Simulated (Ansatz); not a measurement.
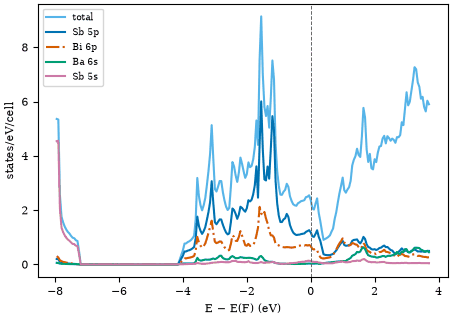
*Total and projected density of states of Ba₂BiSb₂ in space group Immm (No. 71; Bi on 2a, Ba on 4j, Sb on 4h), PBE (plane waves, PAW; program Ansatz)*

### Question
Which orbitals carry the states next to the Fermi level?

### Answer
Within 0.5 eV of the Fermi level: Sb 5p 49 %, Bi 6p 27 %, outside the projected shells 17 %. Projections are on Löwdin-orthogonalised atomic valence shells; empty p or d shells of many metals are not among them.

### Question
Where is the tallest occupied peak in this window, and what makes it?

### Answer
Near -1.5 eV, about 9.1 states/eV per cell; the largest projected share is Sb 5p.

The workflow started from an entry of the Crystallography Open Database (COD, 293 K). Its standing as an ambient phase is unchecked. Symmetry was held in the PBE relaxation; whether a distortion lowers the energy is not shown. Scalar-relativistic: spin–orbit coupling is off unless named, which matters more the heavier the elements.

Potentials: the later of the program's two PAW sets.
